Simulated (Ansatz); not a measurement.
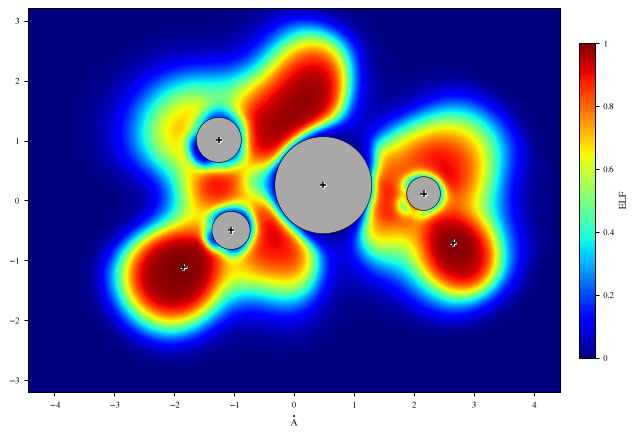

The ELF on a plane through atoms (crosses mark nuclei in the plane; grey discs cover the cores).

Method: Ansatz, RKS PBE0-D4/def2-TZVPP.

Candidates:
A. CH₆AlBO (SMILES [CH3][AlH][BH]O)
B. CH₄AlNO (SMILES [OH][Al]1[CH2][NH]1)
C. BH₅OSi (SMILES OB[SiH3])

**Which system is this?**

Candidate B: CH₄AlNO on the plane of atoms C3, Al2 and N4, which holds O, Al, C, N and H. C–N (1.52 Å): the ELF peaks at about 0.90 between the atoms (a shared electron pair). Al–O (1.68 Å): the ELF peaks at about 0.85 in the valence shell of O, 0.6 Å from its nucleus, and is about 0.45 at the midpoint.
